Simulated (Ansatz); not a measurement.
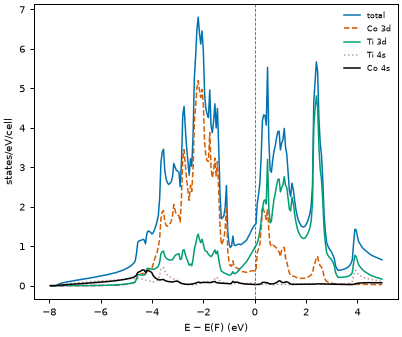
Figure: Total and projected density of states of TiCo (CsCl type, Pm-3m), PBE (plane waves, PAW; program Ansatz)

Which orbitals carry the states next to the Fermi level?

Within 0.5 eV of the Fermi level: Ti 3d 53 %, Co 3d 37 %, outside the projected shells 5 %. Projections are on Löwdin-orthogonalised atomic valence shells; empty p or d shells of many metals are not among them.

Where is the tallest occupied peak in this window, and what makes it?

Near -2.2 eV, about 6.8 states/eV per cell; the largest projected share is Co 3d.

The PBE relaxation kept the symmetry of its start. Magnetic state: ferromagnetic, chosen from 3 collinear starts compared on coarse meshes (ties went to the first, and starts can fall back to one state), not a proven ground state.

Potentials: the later of the program's two PAW sets.
